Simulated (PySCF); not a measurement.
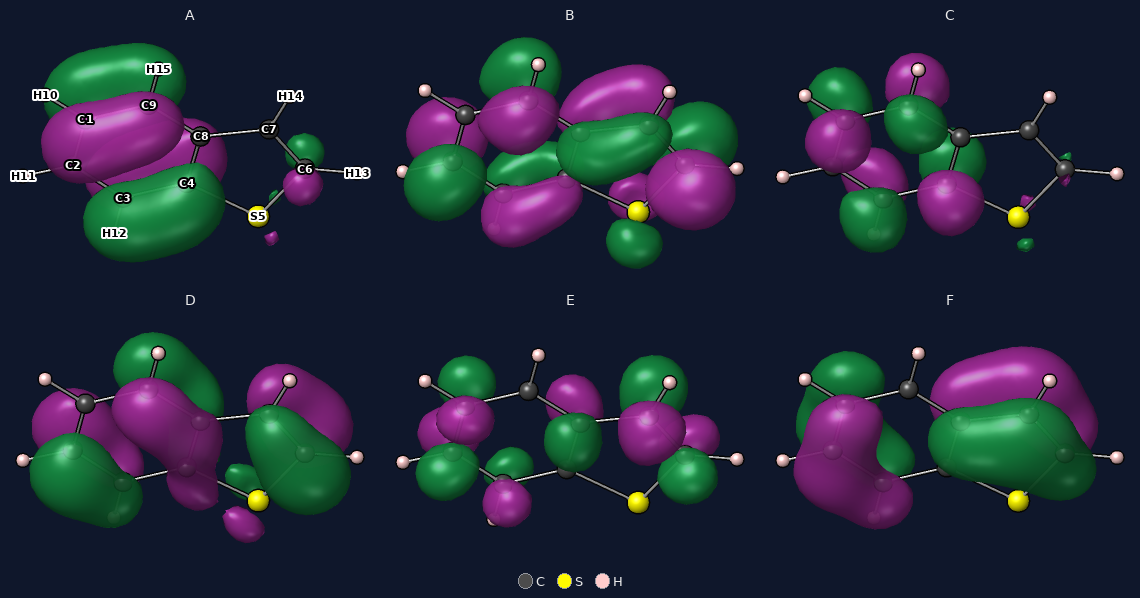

Figure. C₈H₆S, SMILES `c1ccc2sccc2c1`. Natural orbitals of the π active space, CASSCF(10,9), triplet state at the geometry of the singlet, in random order. Only those nearest the frontier are drawn.

Method: 6-31G* basis; geometry: GFN2-xTB; program: PySCF. No frequency check shows the geometry to be a minimum. GFN2-xTB bond lengths at metals and heavier atoms can be off by up to 0.1 Å and shapes distorted, which carries into these values.

Question: Which orbitals are strongly, which singly and which weakly occupied?

Answer: Strongly: F (1.86), A (1.79). About singly: D (1.19), B (0.81). Weakly: C (0.22), E (0.14). Broadly, orbitals with more nodes between bonded atoms hold fewer electrons.

Question: Where does the lowest triplet lie relative to the singlet, at this geometry and within this active space?

Answer: 3.87 eV above it by strongly contracted NEVPT2 (+3.54 eV by CASSCF); a small basis tends to put such gaps a few tenths of an eV too high. This is a vertical energy for π states alone; a state that uses lone pairs or σ orbitals may lie lower.
